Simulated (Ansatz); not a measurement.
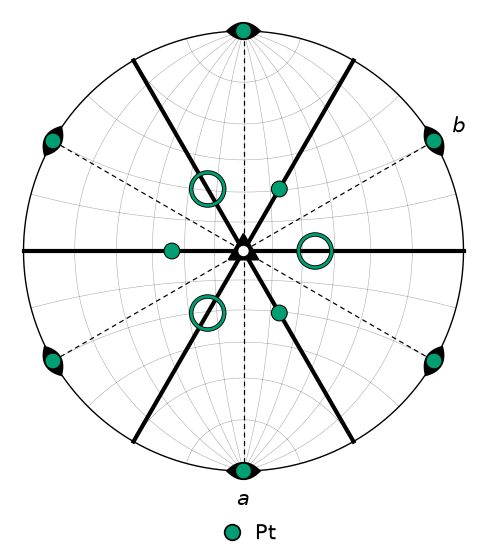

For Pt, the end point of a relaxation (final pressure about -2.3 GPa) with Ansatz 0.2.0, DFT r2SCAN, scalar-relativistic, plane waves, PAW: directions from one platinum atom at (0, 0, 0) to its bonded neighbours, in stereographic projection down c (filled: above the plane of the page or in it, open: below). Symmetry computed with spglib at a tolerance of 0.002 Å; standard conventional cell.

Neighbours are counted up to 3.10 Å for Pt. The symmetry elements of the site are drawn in: heavy lines are mirror planes (a heavy rim: a mirror in the plane of the page); lens, triangle, square and hexagon are 2-, 3-, 4- and 6-fold axes, a lens in an open square is −4, a triangle in an open hexagon −6; thin dashed diameters join the ends of axes that lie in the page; a small open circle marks inversion.

```yaml
crystal:
  lattice:
    - [2.82277, 0.00000, 0.00000]
    - [-1.41139, 2.44459, 0.00000]
    - [0.00000, 0.00000, 6.71469]
  atoms:
    - { symbol: Pt, position: [0.00000, 0.00000, 0.00000] }
    - { symbol: Pt, position: [0.66667, 0.33333, 0.33333] }
    - { symbol: Pt, position: [0.33333, 0.66667, 0.66667] }
```

**How many neighbours are there, and at what angles?**

12: 6 Pt at 2.77 Å, 6 Pt at 2.82 Å. Angles between bonds: 59° (12×), 60° (6×), 61° (6×), 90° (12×), 119° (6×), 120° (6×), 121° (12×), 180° (6×).

**What is the site's symmetry in the crystal?**

Point group -3m (D3d), order 12: one threefold axis, three twofold axes, three mirror planes, an inversion centre. In R-3m (No. 166, hexagonal axes) this is Wyckoff position 3a.
